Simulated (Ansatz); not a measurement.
In (I4/mmm): the Drude term of Re ε in the infrared

Re ε of In (I4/mmm) along x at low photon energies is read from one computed spectrum; the carriers' damping was typed as γ = 0.05 eV. x, y and z are the Cartesian axes of the input cell.

Cell: a, b, c = 3.377, 3.377, 3.377 Å (primitive vectors), 1 atoms.

Method: Ansatz 0.2.0, LDA, independent particles, k-mesh 18×18×18 with interpolation inside its cells, Gaussian parameter 0.1 eV.

Launch of the response step: `ansatz run input.yaml --threads 4 --pin off --max-ram 8192MiB --backend cpu --events-out ev --progress --plain --runs-dir out`. The run took 37 s, on 4 threads of Intel(R) Xeon(R) Processor @ 2.50GHz (Skylake/Cascade Lake), with other jobs on the host.

```
photon energy E (eV)  wavelength (µm)     Re ε
                0.25             4.96        ?
                0.30             4.13  -1062.7
                0.35             3.54   -781.1
                0.40             3.10   -601.7
                0.50             2.48   -393.5
                0.60             2.07   -277.6
                0.70             1.77   -204.7
```

A Drude term over a constant background gives Re ε = ε_b − ωp²/(E² + γ²), linear in 1/(E² + γ²).

Working, on the rows shown:

| x = 1/(E² + γ²) (eV⁻²) | y = Re ε |
| --- | --- |
| 10.8108 | -1062.7 |
| 8 | -781.1 |
| 6.15385 | -601.7 |
| 3.9604 | -393.5 |
| 2.75862 | -277.6 |
| 2.03046 | -204.7 |

Means: x̄ = 5.619, ȳ = -553.55. Σ(x − x̄)(y − ȳ) = -5518, Σ(x − x̄)² = 56.72. Slope = -5518 / 56.72 = -97.28; intercept = ȳ − slope · x̄ = -6.948. The line misses the rows shown by at most 4.1.

**Question.** Predict the last column of the withheld row from the fit.

**Answer.** At x = 15.385 the line gives y = -1503.5. The run gave -1531.8, so the extrapolation is off by 28, 2 % of the range in the table.

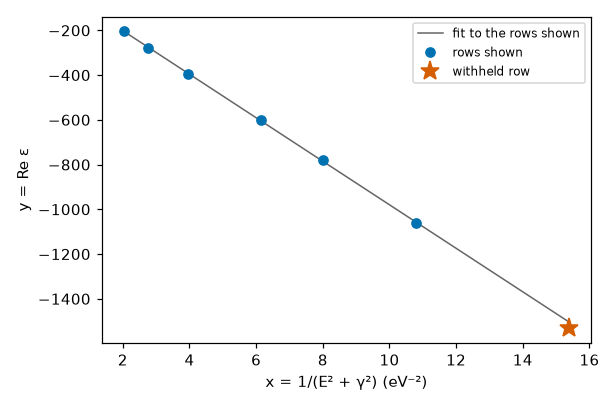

Refitted with all rows, the slope is -98.99 and the intercept 1.0038. These give ωp = √(−slope) = 9.95 eV, against 10.21 eV from the program's Fermi-surface sum, and an intercept of 1.0. Taking the program's Drude term off the rows leaves 73 at the lowest energy and 7 at the highest, so the background isn't constant: interband transitions lie in or near the window, and neither fitted number can be trusted. The values come from a sum over the points of one k-mesh and carry its error, which is largest for Fermi-surface quantities. Spin-orbit coupling is left out.

[Logs are printed without paths, hosts, clocks, repeated set-up lines and the standing remarks that a program may print on its own settings, such as how far it seeks lower states.]
